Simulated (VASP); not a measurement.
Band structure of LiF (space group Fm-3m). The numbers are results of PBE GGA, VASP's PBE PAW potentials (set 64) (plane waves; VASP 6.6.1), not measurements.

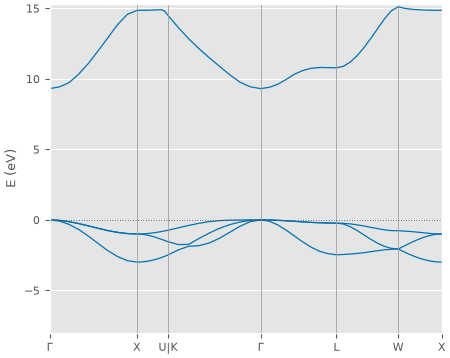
Figure: Bands along high-symmetry lines, zero at the valence-band maximum or, without a gap, the Fermi level

### Question
Read the plot: is there a gap, and where are the band edges?

### Answer
The gap is indirect, 9.31 eV, from the valence maximum at K-Γ at 0.89 to the conduction minimum at Γ.

The structure is a typed LiF crystal (Fm-3m). The cell was not relaxed at this level.
